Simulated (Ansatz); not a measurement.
# Relaxing glassy Ba4.2Hf30.6O65.3 (216 atoms), part 3 of 3

Aim: bring glassy Ba4.2Hf30.6O65.3 (216 atoms) to a nearby minimum of the energy and see what moves.

Ansatz 0.2.0; Kohn-Sham DFT, RPBE, PAW (set soft_2), plane waves.

The cell: 9 Ba, 66 Hf and 141 O. The quench rate of 20 K/ps is orders of magnitude faster than experiment. The starting topology of bonds comes from the classical model. Sampling is at Γ alone, for a cell whose shortest periodic width is 15 Å. The levels lack spin–orbit coupling.

So far, density (g/cm³): step 4 (structure statistics after relaxation) 8.27.

## Step 5: Single point at the relaxed geometry

The electronic structure is read at the final geometry, in a run of its own.

The input, input.yaml:

```yaml
crystal:
  lattice:
    - [14.5266, 0.0, 0.0]
    - [0.0, 14.5266, 0.0]
    - [0.0, 0.0, 14.5266]
  atoms:
    - { symbol: Ba, position: [0.15681, 0.2657, 0.17499] }
    - { symbol: Ba, position: [0.56487, 0.08154, 0.33891] }
    - { symbol: Ba, position: [0.17708, 0.79332, 0.21374] }
    - { symbol: Ba, position: [0.68945, 0.96375, 0.09773] }
    - { symbol: Ba, position: [0.72855, 0.0733, 0.86855] }
    - { symbol: Ba, position: [0.80114, 0.48585, 0.12674] }
    - { symbol: Ba, position: [0.38737, 0.65201, 0.09134] }
    - { symbol: Ba, position: [0.80388, 0.12601, 0.54142] }
    - { symbol: Ba, position: [0.03407, 0.77246, 0.73725] }
    - { symbol: Hf, position: [0.92881, 0.90739, 0.93828] }
    - { symbol: Hf, position: [0.78822, 0.27364, 0.75298] }
    - { symbol: Hf, position: [0.50714, 0.52248, 0.90029] }
    - { symbol: Hf, position: [0.29463, 0.43375, 0.02628] }
    - { symbol: Hf, position: [0.4362, 0.95833, 0.10074] }
    - { symbol: Hf, position: [0.59189, 0.57181, 0.25468] }
    - { symbol: Hf, position: [0.26973, 0.81168, 0.70617] }
    - { symbol: Hf, position: [0.05454, 0.69521, 0.00717] }
    - { symbol: Hf, position: [0.26206, 0.87194, 0.9663] }
    - { symbol: Hf, position: [0.16372, 0.39688, 0.45982] }
    - { symbol: Hf, position: [0.80613, 0.7011, 0.57237] }
    - { symbol: Hf, position: [0.89904, 0.24386, 0.00568] }
    - { symbol: Hf, position: [0.98596, 0.32582, 0.59918] }
    - { symbol: Hf, position: [0.29086, 0.21931, 0.39231] }
    - { symbol: Hf, position: [0.77717, 0.47164, 0.63629] }
    - { symbol: Hf, position: [0.03519, 0.46758, 0.0379] }
    - { symbol: Hf, position: [0.25215, 0.03302, 0.20173] }
    - { symbol: Hf, position: [0.73152, 0.73532, 0.32901] }
    - { symbol: Hf, position: [0.4697, 0.04882, 0.89652] }
    - { symbol: Hf, position: [0.45295, 0.6959, 0.54843] }
    - { symbol: Hf, position: [0.91188, 0.89319, 0.52231] }
    - { symbol: Hf, position: [0.03247, 0.18908, 0.39245] }
    - { symbol: Hf, position: [0.37545, 0.11076, 0.57195] }
    [... 178 atom lines left out ...]
    - { symbol: O, position: [0.97879, 0.03049, 0.8677] }
    - { symbol: O, position: [0.01842, 0.22424, 0.91529] }
    - { symbol: O, position: [0.54365, 0.62856, 0.63573] }
    - { symbol: O, position: [0.45928, 0.40633, 0.37472] }
    - { symbol: O, position: [0.83203, 0.91485, 0.83245] }
    - { symbol: O, position: [0.62128, 0.80314, 0.97577] }
kpoints:
  mp_grid: { grid: [1, 1, 1] }
hamiltonian:
  xc: rpbe
scf:
  occupations: { method: gaussian, width: 0.05 }
output:
  forces: true
  stress: true
  populations: true
  dos:
    method: { smearing: { sigma: 0.15 } }
    de: 0.1
    projected: { site_lists: { Ba: [Ba], Hf: [Hf], O: [O] } }
  eigenvalues: true
  write_density: true
  write_potential: true
  volumetric_format: npy
```

Started as:

```console
$ ansatz run input.yaml --threads 8 --pin off --max-ram 15872MiB --backend cpu --events-out ev --progress --plain --runs-dir out
```

Numbers of over 12 decimals in the logs are rounded to 6 here.

The program printed:

```text
[...]
Crystal: 216 atoms, lattice volume = 3065.434 Å³
Basis set: ecut = 420 eV, 60005 PW (Γ), exchange–correlation on 200×200×200 points (8 copies of the dense FFT grid, shifted against one another)
Bands: 1592, of which v1, the nominal top of the filled ones, is band 1326 counted from 1 (1325 counted from 0)
Symmetry: 1 space group operations
[...]
k-points: 1
[...]
SCF iter   1: F=—  HF=-1172676.199940 eV  |F-HF|=—  |Δ(HF+E_count)|=         —  Δρ=5.96e-3  dr2=1.17e0  ethr=1.77e-3  ⟨swp⟩=6.0  Hψ=5709  notcnv=0
[...]
SCF iter  12: F=-1172676.065126 eV  HF=-1172676.065126 eV  |F-HF|=2.28e-8  |Δ(HF+E_count)|=   2.65e-7  Δρ=1.46e-6  dr2=5.90e-8  ethr=3.77e-12  ⟨swp⟩=16.0  Hψ=15558  notcnv=0
SCF 1 converged in 12 iterations: F = -1172676.065126 eV  dr2 = 5.90e-8
[...]
SCF converged after 12 iterations
Free energy (F): -1172676.065126 eV
[...]
Internal energy: -1172676.065126 eV  (E = F + TS)
E sigma→0 (E₀):  -1172676.065126 eV
Fermi energy:    13.072008 eV
[...]
--- Forces (eV/Å), atoms counted from 1 ---
  atom   1  Ba     0.00215633     0.00682535    -0.00454409
  atom   2  Ba     0.00619952    -0.00656118     0.00308744
  atom   3  Ba    -0.00298619     0.00475362     0.00061639
  atom   4  Ba     0.00656200     0.01406502    -0.00151211
  atom   5  Ba     0.00404568     0.00398863     0.01019700
  atom   6  Ba     0.00255584    -0.00125083    -0.00167344
  atom   7  Ba     0.00452392    -0.00459584     0.00046235
  atom   8  Ba     0.00132448    -0.00826915    -0.00658564
  atom   9  Ba     0.00052048     0.00202348    -0.00318619
  atom  10  Hf     0.00431819     0.00658533     0.00798226
  atom  11  Hf    -0.00355194     0.01034507    -0.00977471
  atom  12  Hf     0.00321144     0.00715211     0.00851128
  atom  13  Hf     0.00233467     0.00456681     0.00141347
  atom  14  Hf    -0.01499953     0.00867892    -0.00946685
[...]
atom 215  O     -0.00657415     0.00046170    -0.00825483
  atom 216  O     -0.00277953     0.00393116     0.00147065
  max |Σ_I F_I| component: 5.34e-5 eV/Å
--- Stress (GPa, compression-positive) ---
       -0.187430       0.311891       0.265410
        0.311891      -0.152992       0.160583
        0.265410       0.160583       0.425419
  P = ⅓ Tr σ = 0.0283 GPa (0.283 kbar)
--- Band table (eV) ---
[...]
--- Löwdin populations: 216 sites ---
  site symbol       q [e]
     0     Ba      8.1937
     1     Ba      8.1890
     2     Ba      8.1866
[...]
215      O      6.6951
  spilling = 0.003372 (of n_electrons = 2652.000000)
```

It took 5.2 min on 8 threads of Arm Neoverse V1, shared host; peak memory 8.4 GiB.

Read from the output:

```
free energy                                      : -1172676.0651 eV
free energy per atom                             : -5429.0559 eV/atom
SCF cycles                                       : 12
pressure                                         : 0.02833 GPa
r.m.s. force component                           : 0.00587 eV/Å
longest force                                    : 0.04532 eV/Å
Fermi energy                                     : 13.07 eV
gap (highest filled to lowest empty level) : 3.993 eV
spilling of the projection                       : 0.003372
```

Löwdin charges by element (they lack the spilled electrons, 0.041 e an atom on average):

| element | coordination | atoms | mean charge (e) | spread | least | most |
| --- | --- | --- | --- | --- | --- | --- |
| Ba | all | 9 | 1.81 | 0.0044 | 1.81 | 1.82 |
| Hf | all | 66 | 1.45 | 0.0384 | 1.35 | 1.53 |
| O | all | 141 | -0.729 | 0.0476 | -0.873 | -0.638 |

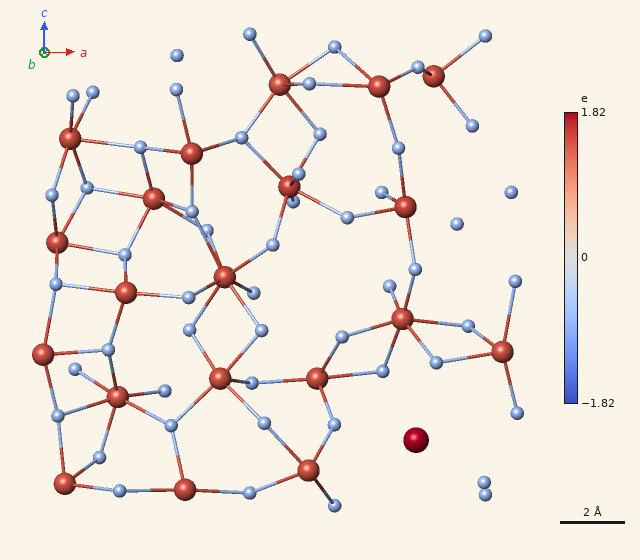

Atoms coloured by Löwdin charge. Drawn is a slice 4 Å thick, seen along the normal of the ac plane. Bonds to atoms that aren't drawn are left out.

Density of states as counts of states in windows of 1 eV (from the Fermi level), total and the larger projections:

| from (eV) | to (eV) | total | O p | Hf d | Hf f |
| --- | --- | --- | --- | --- | --- |
| -18 | -17 | 42.2 | 0.1 | 3.3 | 0.4 |
| -17 | -14 | 0.0 | 0.0 | 0.0 | 0.0 |
| -14 | -13 | 34.2 | 0.2 | 0.1 | 27.4 |
| -13 | -12 | 935.6 | 4.0 | 0.9 | 888.3 |
| -12 | -11 | 8.2 | 0.2 | 0.1 | 3.8 |
| -11 | -8 | 0.0 | 0.0 | 0.0 | 0.0 |
| -8 | -7 | 2.1 | 1.5 | 0.4 | 0.0 |
| -7 | -6 | 103.0 | 72.2 | 22.3 | 0.3 |
| -6 | -5 | 194.1 | 142.3 | 41.9 | 0.5 |
| -5 | -4 | 187.7 | 151.6 | 26.3 | 0.6 |
| -4 | -3 | 218.4 | 193.8 | 15.9 | 0.8 |
| -3 | -2 | 139.3 | 129.7 | 5.7 | 0.4 |
| -2 | -1 | 1.3 | 1.2 | 0.0 | 0.0 |
| -1 | 1 | 0.0 | 0.0 | 0.0 | 0.0 |
| 1 | 2 | 5.1 | 0.5 | 3.7 | 0.0 |
| 2 | 3 | 115.5 | 12.2 | 89.7 | 0.0 |
| 3 | 4 | 173.7 | 22.5 | 127.1 | 0.0 |
| 4 | 5 | 149.8 | 21.8 | 89.8 | 0.0 |

Between -26 and -18 eV lie 240 more states.

The stored curve holds about 2106 of the 2652 electrons; the rest, give or take the few that broadening carries across the Fermi level, lie in deeper levels below its range.

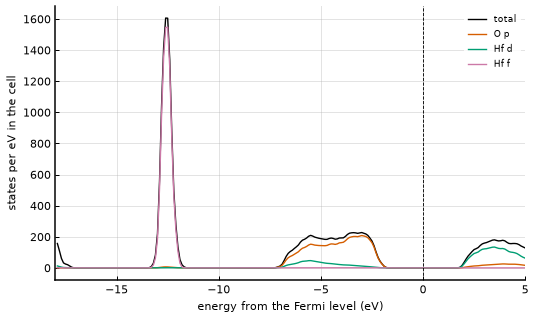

Total and projected density of states, with the broadening of the input.

The levels nearest the highest filled one (over half full), pooled over k-points and spins:

| level less the highest filled one (eV) | occupation |
| --- | --- |
| -0.240 | 2 |
| -0.213 | 2 |
| -0.159 | 2 |
| -0.110 | 2 |
| -0.0487 | 2 |
| 0 | 2 |
| 3.99 | 0 |
| 4.00 | 0 |
| 4.06 | 0 |
| 4.11 | 0 |
| 4.15 | 0 |
| 4.17 | 0 |

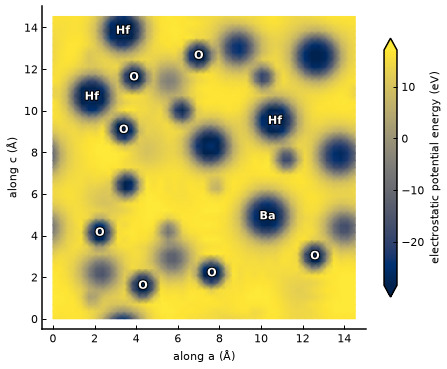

Electrostatic potential energy in the ac plane at fractional y = 0.090, with atoms of Ba and Hf and O within 0.2 Å of it. With pseudopotentials it is smooth inside the atoms' cores, unlike the true potential. The map starts off the cell's origin, so that atoms lie inside it.

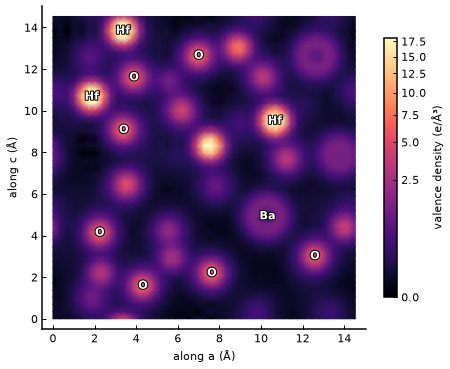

Valence density in the ac plane at fractional y = 0.090, with atoms of Ba and Hf and O within 0.2 Å of it. It is the smooth field of the valence electrons, not physical close to the nuclei. The map starts off the cell's origin, so that atoms lie inside it. The colour scale is stretched toward low values.

Mean Löwdin charges: Ba +1.81, Hf +1.45, O -0.73 e (they miss 0.34 % of the electrons, so they add up to more than the cell's charge). The largest share in the top eV of filled states is O p (94 % of the projected weight), and in the lowest eV of empty states Hf d (82 % of the projected weight).

The surroundings of Ba3, one of the 9 Ba atoms, nearest first, numbered as they follow in the input and with coordinates relative to it.

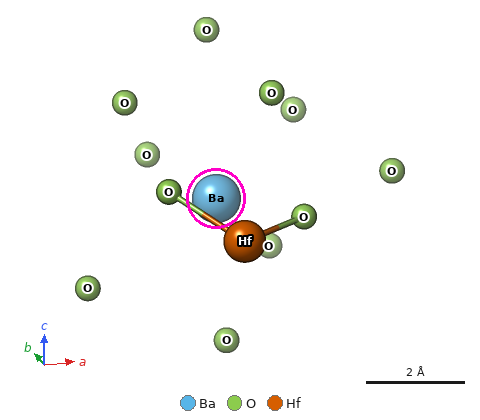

The atoms of the table, within 3.7 Å (arrows a, b, c point along x, y, z); some may hide others; the central atom is ringed.

| atom | x | y | z | distance (Å) | bonds | Löwdin charge (e) |
| --- | --- | --- | --- | --- | --- | --- |
| Ba3 | 0.00 | 0.00 | 0.00 | 0.00 | 7 | 1.81 |
| O156 | 1.28 | -2.26 | 0.15 | 2.60 | 4 | -0.86 |
| O192 | -0.83 | 2.45 | 0.32 | 2.61 | 4 | -0.78 |
| O83 | -1.56 | -2.13 | 0.84 | 2.77 | 3 | -0.73 |
| O90 | -1.84 | 0.38 | 2.07 | 2.80 | 4 | -0.76 |
| O190 | 0.90 | -1.03 | 2.48 | 2.83 | 3 | -0.70 |
| O118 | 0.09 | -0.49 | -2.89 | 2.94 | 4 | -0.78 |
| O84 | 1.61 | 1.87 | -1.64 | 2.96 | 4 | -0.78 |
| O96 | -2.87 | -0.55 | -1.56 | 3.31 | 2 | -0.71 |
| O162 | 2.21 | 2.25 | 1.12 | 3.34 | 2 | -0.73 |
| Hf41 | -0.30 | -3.50 | 0.08 | 3.51 | 6 | 1.42 |
| O193 | 0.23 | 1.69 | 3.11 | 3.55 | 4 | -0.72 |
| O207 | 3.57 | -0.60 | 0.50 | 3.65 | 3 | -0.73 |

The column of bonds counts only the pairs O-Hf within 2.82 Å, O-Ba within 3.29 Å; other neighbours, such as metal atoms beside each other in a compound, aren't counted, and periodic images can show an atom twice.

## Step 6: Outcome

| Item | Value |
| --- | --- |
| energy change in the relaxation | -61.7 meV/atom |
| r.m.s. displacement | 0.357 Å |
| largest displacement | 1.185 Å |
| free energy per atom | -5429.0559 eV/atom |
| pressure | 0.02833 GPa |
| r.m.s. force component | 0.00587 eV/Å |
| gap (highest filled to lowest empty level) | 3.993 eV |
| wall time of the 3 DFT runs | 60 min |

In words: Relaxation lowers the energy by 61.7 meV/atom and moves atoms by 0.36 Å r.m.s.; the r.m.s. force component goes from 0.68 to 0.0059 eV/Å, the pressure goes from -1.6 to 0.028 GPa, and the gap from 2.90 to 3.99 eV. First to last step the energy falls by 13.328 eV; the largest move, 1.19 Å, is that of Hf15. The O-Hf bonds go from 2.157 Å (spread 0.122) to 2.142 Å (spread 0.114), and their number from 404 to 397. Between filled and empty levels lie 3.99 eV (at Γ alone); a semilocal functional tends to put such gaps too low. In a disordered cell it changes from sample to sample, and tail or defect levels can set it.

Caveats: The network of bonds at the start is that of the classical potential that made the cell; in DFT atoms moved by 0.36 Å r.m.s.

Calculation beside experiment:

| quantity | measured | this cell | difference | method of the measurement |
| --- | --- | --- | --- | --- |
| nearest Hf–O distance | 2.08 Å | 2.12 Å | +1.9 % | EXAFS fit |

The cell differs from the measured distances by up to 1.9 %. Distances of this cell are positions of the first main peak of g(r), or bond means where the peak is narrow; means over all bonds within a cutoff lie farther out for broad shells. The network comes from the model that made the cell; in DFT atoms moved by 0.36 Å r.m.s.

[Logs are printed without paths, hosts, clocks, repeated set-up lines and the standing remarks that a program may print on its own settings, such as how far it seeks lower states.]

[Hosts, paths, dates, database ids (printed as entryN), source tags and the programs' standing remarks are cut or masked in the printed files.]
